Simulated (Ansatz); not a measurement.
**BHO (singlet): one geometry, many settings at distance B1–H3 = 1.276 Å**

What do other methods and options give for BHO (singlet) at this geometry, and how long do they take?

Computed with Ansatz 0.2.0, Gaussian basis. Level: the settings change from run to run.

27 further runs of the same task are left out: 4 for a known fault of the program, 2 for a mislabelled method, 16 that didn't finish, 5 set aside as unsound or not needed.

## Step 1: The geometry

The geometry derives from a PBE0/def2-TZVP stationary point (not a proven minimum). One bond is set to the value named and the two fragments are kept rigid.

3 atoms, charge 0, spin multiplicity 1.

Atoms are counted from 1 here; the program's logs count them from 0.

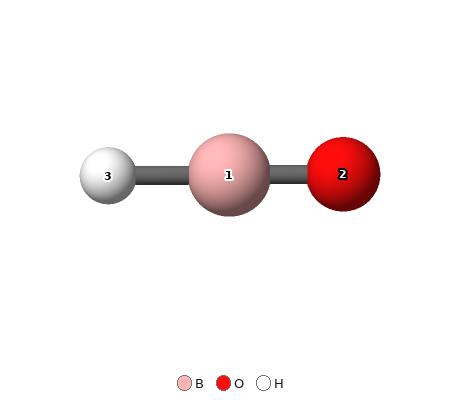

The geometry (boron pink, oxygen red, hydrogen white); atoms are numbered from 1 in the order of the file.

## Step 2: BCCD(T) on RHF/6-31G

The input, in.yaml:

```yaml
crystal:
  periodic: [false, false, false]
  atoms:
    - {symbol: B, position_ang: [0.000000, 0.000000, -0.026013]}
    - {symbol: O, position_ang: [0.000000, 0.000000, -1.223974]}
    - {symbol: H, position_ang: [0.000000, 0.000000, 1.249987]}
basis:
  gaussian: {orbitals: 6-31G}
magnetization: {spin_polarized: false}
correlation: {method: bccd_t, electrons: valence}
```

Command:

```bash
$ ansatz run in.yaml --threads 1 --pin off --events-out ev --progress --plain --max-ram 2393MiB
```

What it wrote:

```text
Functional definition: HF
  name "HF"
  cite "Fock, Z. Phys. 61, 126 (1930) doi:10.1007/BF01340294"
  parent pbe
  exchange = exact_x
  correlation = 0
233 factors; integrals over basis functions are off by at most 2.2e-4 eV
mean field evaluation 1: about -2720.4527 eV, gradient 4.0e1 eV
mean field evaluation 2: about -2720.4569 eV, gradient 4.0e1 eV
mean field evaluation 4: about -2724.1563 eV, gradient 1.9e0 eV
mean field evaluation 8: about -2724.1804 eV, gradient 8.7e-5 eV
mean field evaluation 16: about -2724.1460 eV, gradient 1.9e0 eV
mean field -2724.18043347 eV, -100.1117844141 hartree, gradient 1.3e-6 eV, S^2 0.000000; 0 other end points of the search recorded, 0 dependent functions left out
2 core orbitals not correlated: weight in the atoms' cores, before any rotation towards them, 1.000 or more for the frozen orbitals, at most 0.000 for the correlated occupied ones
reference -2724.18043347 eV, -100.1117844141 hartree; 5, 5 occupied and 13, 13 virtual orbitals, 233 factors
second order -5.27733932 eV of doubles, -0.00000000 eV of singles
cycle   1  -4.90429308 eV  change    3.7e-1 eV  update   1.1e-1
cycle   2  -5.18756509 eV  change   -2.8e-1 eV  update   4.8e-2
cycle   3  -5.26914979 eV  change   -8.2e-2 eV  update   1.9e-2
cycle   4  -5.27468767 eV  change   -5.5e-3 eV  update   5.7e-3
cycle   5  -5.27771991 eV  change   -3.0e-3 eV  update   1.6e-3
cycle   6  -5.27860210 eV  change   -8.8e-4 eV  update   3.2e-4
cycle   7  -5.27843208 eV  change    1.7e-4 eV  update   1.0e-4
cycle   8  -5.27835848 eV  change    7.4e-5 eV  update   3.0e-5
cycle   9  -5.27837351 eV  change   -1.5e-5 eV  update   1.4e-5
cycle  10  -5.27836977 eV  change    3.7e-6 eV  update   2.7e-6
perturbative correction -0.23251803 eV, -0.0085448799 hartree
Total energy: -2729.69132127 eV, -100.3143058054 hartree
```

Wall time 0.21 s (1 thread of Arm Neoverse V1, shared host).

From the report: correlation -5.5109 eV; largest double amplitude 0.08.

## Step 3: MP2 on RHF/aug-cc-pVDZ

Edit in.yaml of step 2 so:

```diff
@@ -7,4 +7,6 @@
 basis:
-  gaussian: {orbitals: 6-31G}
+  gaussian: {orbitals: aug-cc-pVDZ}
 magnetization: {spin_polarized: false}
-correlation: {method: bccd_t, electrons: valence}
+correlation: {method: mp2, electrons: outside_noble_gas}
+scf: {lower_state_search: off}
+output: {forces: true}
```

The command is unchanged.

What it wrote (excerpt; [...] marks lines left out):

```text
Functional definition: HF
  name "HF"
  cite "Fock, Z. Phys. 61, 126 (1930) doi:10.1007/BF01340294"
  parent pbe
[...]
532 factors; integrals over basis functions are off by at most 9.6e-4 eV
[...]
mean field -2725.84906893 eV, -100.1731056361 hartree, gradient 1.5e-6 eV, S^2 0.000000; 0 other end points of the search recorded, 0 dependent functions left out
2 core orbitals not correlated: weight in the atoms' cores, before any rotation towards them, 1.000 or more for the frozen orbitals, at most 0.000 for the correlated occupied ones
reference -2725.84906893 eV, -100.1731056361 hartree; 5, 5 occupied and 48, 48 virtual orbitals, 532 factors
second order -7.60955628 eV of doubles, -0.00000000 eV of singles
[...]
Total energy: -2733.45862521 eV, -100.4527516716 hartree
Atom 0 at     0.000000     0.000000    -0.026013 Å, force     0.000000     0.000000     4.402383 eV/Å
Atom 1 at     0.000000     0.000000    -1.223974 Å, force    -0.000000     0.000000    -2.220008 eV/Å
Atom 2 at     0.000000     0.000000     1.249987 Å, force    -0.000000    -0.000000    -2.182375 eV/Å
Dipole moment:     0.000000    -0.000000     0.546359 e Å
Checks for a lower state left out: starts, cluster_reference, orbital_swaps, neighbouring_geometries, increment
```

It took 0.45 s on 1 thread of Arm Neoverse V1, shared host.

## Step 4: CCSDT on UHF/6-31G*

The input, in.yaml:

```yaml
crystal:
  periodic: [false, false, false]
  atoms:
    - {symbol: B, position_ang: [0.000000, 0.000000, -0.026013]}
    - {symbol: O, position_ang: [0.000000, 0.000000, -1.223974]}
    - {symbol: H, position_ang: [0.000000, 0.000000, 1.249987]}
basis:
  gaussian: {orbitals: "6-31G*"}
magnetization: {spin_polarized: true, initial_magnetization: 0}
correlation: {method: ccsdt, electrons: valence}
accuracy: high
```

The command is unchanged.

What it wrote (excerpt; [...] marks lines left out):

```text
Functional definition: HF
  name "HF"
  cite "Fock, Z. Phys. 61, 126 (1930) doi:10.1007/BF01340294"
  parent pbe
[...]
579 factors; integrals over basis functions are off by at most 2.4e-9 eV
[...]
mean field -2725.49861760 eV, -100.1602267876 hartree, gradient 1.5e-8 eV, S^2 0.000000; 0 other end points of the search recorded, 0 dependent functions left out
2 core orbitals not correlated: weight in the atoms' cores, before any rotation towards them, 1.000 or more for the frozen orbitals, at most 0.000 for the correlated occupied ones
reference -2725.49861760 eV, -100.1602267876 hartree; 5, 5 occupied and 25, 25 virtual orbitals, 579 factors
second order -7.03646829 eV of doubles, -0.00000000 eV of singles
cycle   1  -6.87495657 eV  change    1.6e-1 eV  update   1.1e-1
[...]
cycle  22  -7.47579917 eV  change  -2.7e-10 eV  update  4.8e-10
Total energy: -2732.97441678 eV, -100.4349573400 hartree
```

It took 4.6 s on 1 thread of Arm Neoverse V1, shared host.

From the report: ⟨S²⟩ of the determinant 0.000 (pure singlet: 0.00); correlation -7.4758 eV; T1 0.020; largest double amplitude 0.08.

## Step 5: CCSDT(Q) on RHF/6-31G

The input, in.yaml:

```yaml
crystal:
  periodic: [false, false, false]
  atoms:
    - {symbol: B, position_ang: [0.000000, 0.000000, -0.026013]}
    - {symbol: O, position_ang: [0.000000, 0.000000, -1.223974]}
    - {symbol: H, position_ang: [0.000000, 0.000000, 1.249987]}
basis:
  gaussian: {orbitals: 6-31G}
magnetization: {spin_polarized: false}
correlation: {method: ccsdt_q, electrons: valence}
accuracy: high
output: {forces: true}
```

Same command.

What it wrote (excerpt; [...] marks lines left out):

```text
Functional definition: HF
  name "HF"
  cite "Fock, Z. Phys. 61, 126 (1930) doi:10.1007/BF01340294"
  parent pbe
[...]
408 factors; integrals over basis functions are off by at most 3.5e-9 eV
[...]
mean field -2724.18054183 eV, -100.1117883965 hartree, gradient 2.0e-8 eV, S^2 0.000000; 0 other end points of the search recorded, 0 dependent functions left out
2 core orbitals not correlated: weight in the atoms' cores, before any rotation towards them, 1.000 or more for the frozen orbitals, at most 0.000 for the correlated occupied ones
reference -2724.18054183 eV, -100.1117883965 hartree; 5, 5 occupied and 13, 13 virtual orbitals, 408 factors
second order -5.27740715 eV of doubles, -0.00000000 eV of singles
cycle   1  -4.95396559 eV  change    3.2e-1 eV  update   1.2e-1
[...]
cycle  23  -5.52367337 eV  change  -3.5e-10 eV  update  6.3e-10
perturbative correction -0.01834014 eV, -0.0006739877 hartree
[...]
Total energy: -2729.72255534 eV, -100.3154536364 hartree
Atom 0 at     0.000000     0.000000    -0.026013 Å, force    -0.000000    -0.000000     5.557585 eV/Å
Atom 1 at     0.000000     0.000000    -1.223974 Å, force     0.000000     0.000000    -3.434494 eV/Å
Atom 2 at     0.000000     0.000000     1.249987 Å, force     0.000000     0.000000    -2.123091 eV/Å
Dipole moment:     0.000000     0.000000     0.512513 e Å
```

Wall time 4.3 s (1 thread of Arm Neoverse V1, shared host).

From the report: correlation -5.5420 eV; T1 0.020; largest double amplitude 0.09.

## Step 6: MP2 on UHF/6-31G

Edit in.yaml of step 5 so:

```diff
@@ -8,5 +8,3 @@
   gaussian: {orbitals: 6-31G}
-magnetization: {spin_polarized: false}
-correlation: {method: ccsdt_q, electrons: valence}
-accuracy: high
-output: {forces: true}
+magnetization: {spin_polarized: true, initial_magnetization: 0}
+correlation: {method: mp2, electrons: valence}
```

Launched as before.

What it wrote:

```text
Functional definition: HF
  name "HF"
  cite "Fock, Z. Phys. 61, 126 (1930) doi:10.1007/BF01340294"
  parent pbe
  exchange = exact_x
  correlation = 0
233 factors; integrals over basis functions are off by at most 2.2e-4 eV
mean field evaluation 1: about -2720.4527 eV, gradient 2.8e1 eV
mean field evaluation 2: about -2720.4569 eV, gradient 2.9e1 eV
mean field evaluation 4: about -2724.1563 eV, gradient 1.4e0 eV
mean field evaluation 8: about -2724.1804 eV, gradient 8.7e-5 eV
mean field -2724.18043347 eV, -100.1117844141 hartree, gradient 2.6e-6 eV, S^2 0.000000; 0 other end points of the search recorded, 0 dependent functions left out
2 core orbitals not correlated: weight in the atoms' cores, before any rotation towards them, 1.000 or more for the frozen orbitals, at most 0.000 for the correlated occupied ones
reference -2724.18043347 eV, -100.1117844141 hartree; 5, 5 occupied and 13, 13 virtual orbitals, 233 factors
second order -5.27733928 eV of doubles, -0.00000000 eV of singles
Total energy: -2729.45777275 eV, -100.3057230556 hartree
```

Wall time 0.09 s (1 thread of Arm Neoverse V1, shared host).

From the report: ⟨S²⟩ of the determinant 0.000 (pure singlet: 0.00).

## Step 7: MP2 on RHF/6-31G

The input, in.yaml:

```yaml
crystal:
  periodic: [false, false, false]
  atoms:
    - {symbol: B, position_ang: [0.000000, 0.000000, -0.026013]}
    - {symbol: O, position_ang: [0.000000, 0.000000, -1.223974]}
    - {symbol: H, position_ang: [0.000000, 0.000000, 1.249987]}
basis:
  gaussian: {orbitals: 6-31G, fitting: {mean_field: def2-universal-jkfit}}
magnetization: {spin_polarized: false}
correlation: {method: mp2, electrons: outside_noble_gas}
accuracy: high
```

Launched as before.

What it wrote:

```text
Functional definition: HF
  name "HF"
  cite "Fock, Z. Phys. 61, 126 (1930) doi:10.1007/BF01340294"
  parent pbe
  exchange = exact_x
  correlation = 0
170 factors; integrals over basis functions are off by at most 5.0e-2 eV
mean field evaluation 1: about -2720.4550 eV, gradient 4.0e1 eV
mean field evaluation 2: about -2721.2569 eV, gradient 4.0e1 eV
mean field evaluation 4: about -2724.1781 eV, gradient 5.0e-1 eV
mean field evaluation 8: about -2724.1797 eV, gradient 3.4e-9 eV
mean field -2724.17966481 eV, -100.1117561664 hartree, gradient 3.4e-9 eV, S^2 0.000000; 0 other end points of the search recorded, 0 dependent functions left out
2 core orbitals not correlated: weight in the atoms' cores, before any rotation towards them, 1.000 or more for the frozen orbitals, at most 0.000 for the correlated occupied ones
reference -2724.17966481 eV, -100.1117561664 hartree; 5, 5 occupied and 13, 13 virtual orbitals, 170 factors
second order -5.27693046 eV of doubles, -0.00000000 eV of singles
Total energy: -2729.45659527 eV, -100.3056797840 hartree
```

It took 0.09 s on 1 thread of Arm Neoverse V1, shared host.

## Step 8: BCCD(T)/cc-pVDZ

The input, in.yaml:

```yaml
crystal:
  periodic: [false, false, false]
  atoms:
    - {symbol: B, position_ang: [0.000000, 0.000000, -0.026013]}
    - {symbol: O, position_ang: [0.000000, 0.000000, -1.223974]}
    - {symbol: H, position_ang: [0.000000, 0.000000, 1.249987]}
basis:
  gaussian: {orbitals: cc-pVDZ}
magnetization: {spin_polarized: false}
hamiltonian: {xc: {name: PBE0}}
correlation: {method: bccd_t, electrons: all, diis_vectors: 2}
```

Same command.

What it wrote (excerpt; [...] marks lines left out):

```text
Functional definition: PBE0
  name "PBE0"
  cite "Adamo & Barone, J. Chem. Phys. 110, 6158 (1999) doi:10.1063/1.478522"
  cite "Perdew, Burke & Ernzerhof, Phys. Rev. Lett. 77, 3865 (1996) doi:10.1103/PhysRevLett.77.3865"
  parent pbe
[...]
304 factors; integrals over basis functions are off by at most 8.0e-4 eV
[...]
mean field -2737.20263296 eV, -100.5903414187 hartree, gradient 2.5e-6 eV, S^2 0.000000; 0 other end points of the search recorded, 0 dependent functions left out
reference -2725.50304449 eV, -100.1603894728 hartree; 7, 7 occupied and 26, 26 virtual orbitals, 304 factors
second order -7.78089534 eV of doubles, -0.20670893 eV of singles
cycle   1  -7.40853129 eV  change    5.7e-1 eV  update   1.2e-1
[...]
cycle  12  -7.81892905 eV  change    1.2e-5 eV  update   3.8e-6
perturbative correction -0.28853478 eV, -0.0106034578 hartree
Total energy: -2733.61050833 eV, -100.4583332734 hartree
```

Run time: 0.67 s. Hardware: 1 thread of Arm Neoverse V1, shared host.

From the report: correlation -8.1075 eV; largest double amplitude 0.06.

## Step 9: BCCD(T) on RHF/cc-pVDZ

Edit in.yaml of step 8 so:

```diff
@@ -9,3 +9,4 @@
 magnetization: {spin_polarized: false}
-hamiltonian: {xc: {name: PBE0}}
-correlation: {method: bccd_t, electrons: all, diis_vectors: 2}
+correlation: {method: bccd_t, electrons: valence}
+scf: {lower_state_search: light}
+output: {forces: true}
```

Launched as before.

What it wrote (excerpt; [...] marks lines left out):

```text
Functional definition: HF
  name "HF"
  cite "Fock, Z. Phys. 61, 126 (1930) doi:10.1007/BF01340294"
  parent pbe
[...]
304 factors; integrals over basis functions are off by at most 8.0e-4 eV
[...]
mean field -2725.73891569 eV, -100.1690575795 hartree, gradient 1.1e-6 eV, S^2 0.000000; 0 other end points of the search recorded, 0 dependent functions left out
2 core orbitals not correlated: weight in the atoms' cores, before any rotation towards them, 1.000 or more for the frozen orbitals, at most 0.000 for the correlated occupied ones
reference -2725.73891569 eV, -100.1690575795 hartree; 5, 5 occupied and 26, 26 virtual orbitals, 304 factors
second order -7.30309204 eV of doubles, -0.00000000 eV of singles
cycle   1  -7.14778713 eV  change    1.6e-1 eV  update   9.8e-2
[...]
cycle  10  -7.48436615 eV  change    4.1e-7 eV  update   3.1e-6
perturbative correction -0.28663478 eV, -0.0105336338 hartree
[...]
Total energy: -2733.50991662 eV, -100.4546365964 hartree
Atom 0 at     0.000000     0.000000    -0.026013 Å, force    -0.000000    -0.000000     3.612298 eV/Å
Atom 1 at     0.000000     0.000000    -1.223974 Å, force     0.000000     0.000000    -1.586123 eV/Å
Atom 2 at     0.000000     0.000000     1.249987 Å, force     0.000000     0.000000    -2.026176 eV/Å
Dipole moment:    -0.000000    -0.000000     0.479044 e Å
```

Wall time 0.63 s (1 thread of Arm Neoverse V1, shared host).

From the report: correlation -7.7710 eV; largest double amplitude 0.06.

## Step 10: CCSD on RHF/def2-SVP

Edit in.yaml of step 9 so:

```diff
@@ -7,6 +7,5 @@
 basis:
-  gaussian: {orbitals: cc-pVDZ}
+  gaussian: {orbitals: def2-SVP, point_charges: [{charge: 0.50, position_ang: [4.815, 0.281, -0.907]}]}
 magnetization: {spin_polarized: false}
-correlation: {method: bccd_t, electrons: valence}
-scf: {lower_state_search: light}
+correlation: {method: ccsd, electrons: valence}
 output: {forces: true}
```

Launched as before.

What it wrote (excerpt; [...] marks lines left out):

```text
Functional definition: HF
  name "HF"
  cite "Fock, Z. Phys. 61, 126 (1930) doi:10.1007/BF01340294"
  parent pbe
[...]
323 factors; integrals over basis functions are off by at most 1.4e-3 eV
[...]
mean field -2723.43052818 eV, -100.0842259032 hartree, gradient 2.0e-6 eV, S^2 0.000000; 0 other end points of the search recorded, 0 dependent functions left out
2 core orbitals not correlated: weight in the atoms' cores, before any rotation towards them, 1.000 or more for the frozen orbitals, at most 0.000 for the correlated occupied ones
reference -2723.43052818 eV, -100.0842259032 hartree; 5, 5 occupied and 26, 26 virtual orbitals, 323 factors
second order -7.29280511 eV of doubles, -0.00000000 eV of singles
cycle   1  -7.15719081 eV  change    1.4e-1 eV  update   9.7e-2
[...]
cycle  10  -7.50553375 eV  change    4.2e-6 eV  update   2.5e-6
[...]
Total energy: -2730.93606194 eV, -100.3600491813 hartree
Atom 0 at     0.000000     0.000000    -0.026013 Å, force    -0.144845    -0.008453     2.765485 eV/Å
Atom 1 at     0.000000     0.000000    -1.223974 Å, force     0.142448     0.008313    -0.669579 eV/Å
Atom 2 at     0.000000     0.000000     1.249987 Å, force     0.011470     0.000669    -2.065165 eV/Å
Dipole moment:    -0.029226    -0.001706     0.515498 e Å
```

It took 0.39 s on 1 thread of Arm Neoverse V1, shared host.

From the report: correlation -7.5055 eV; T1 0.022; largest double amplitude 0.06.

## Step 11: All runs side by side

Where basis and cores are those of an earlier FCI/6-31G run (-2729.7186 eV), and the state is the same kind, the miss against it is given.

```tsv
level	correlated	functions	energy (eV)	from FCI (meV)	time
BCCD(T) on RHF/6-31G	valence	20	-2729.6913	27.3	0.21 s
MP2 on RHF/aug-cc-pVDZ	outside noble gas	55	-2733.4586		0.45 s
CCSDT on UHF/6-31G*	valence	32	-2732.9744		4.6 s
CCSDT(Q) on RHF/6-31G	valence	20	-2729.7226	-4.0	4.3 s
MP2 on UHF/6-31G	valence	20	-2729.4578	260.8	0.09 s
MP2 on RHF/6-31G	outside noble gas	20	-2729.4566	262.0	0.09 s
BCCD(T)/cc-pVDZ (on PBE0 orbitals)	all	33	-2733.6105		0.67 s
BCCD(T) on RHF/cc-pVDZ	valence	33	-2733.5099		0.63 s
CCSD on RHF/def2-SVP (beside a point charge)	valence	33	-2730.9361		0.39 s
```

## Step 12: Summary of results

```
quantity                       value
    runs                           9
quickest    MP2 on UHF/6-31G, 0.09 s
 slowest  CCSDT on UHF/6-31G*, 4.6 s
```

Total energies in different bases, with other cores or another treatment of relativity can't be set against each other. CCSDT on UHF/6-31G* took 52 times as long as MP2 on UHF/6-31G; the jobs differ in more than the method. Among the correlated runs with a miss given, it spans -4 to +262 meV.
